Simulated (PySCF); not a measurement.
# F2Ge (Germanium Difluoride): the cost of one run

Programs: PySCF 2.14.0, with routines of our own; each step states its level. All values are computed. Atoms count from 0.

## Step 1: The starting structure

3 atoms, charge 0, multiplicity 1; geometry from: GFN2-xTB.

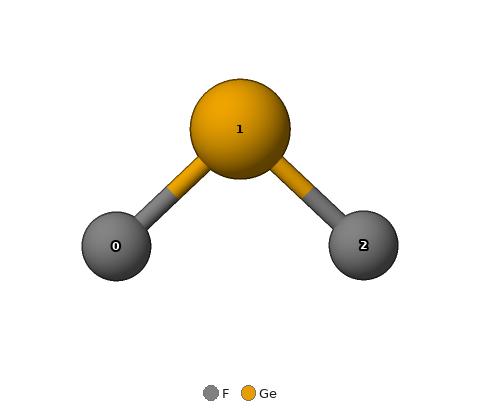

The starting geometry (fluorine grey, germanium amber).

## Step 2: Optimising the geometry at PBE0-D3(BJ)/def2-SVP

The job: settings as JSON, then the geometry in Å.

```
{"job": {"xc": "PBE0", "basis": "def2-SVP", "d3": "d3bj", "grid": 1, "maxiter": 30, "shake": 0.01, "kind": "geom"}, "charge": 0, "multiplicity": 1}
F     -1.295580    -0.439540     0.002540
Ge    -0.005420     0.807820    -0.015210
F      1.307020    -0.403220    -0.006510
```

Command:

```console
> OMP_NUM_THREADS=1 python heavy_run.py task.json out
```

One launch serves the whole session: the jobs run in the order shown.

**Question.** How long does this first job take on 1 thread of Arm Neoverse N1, shared host, and how much memory does it need?

About 9.2 s, with a peak of 0.28 GiB.
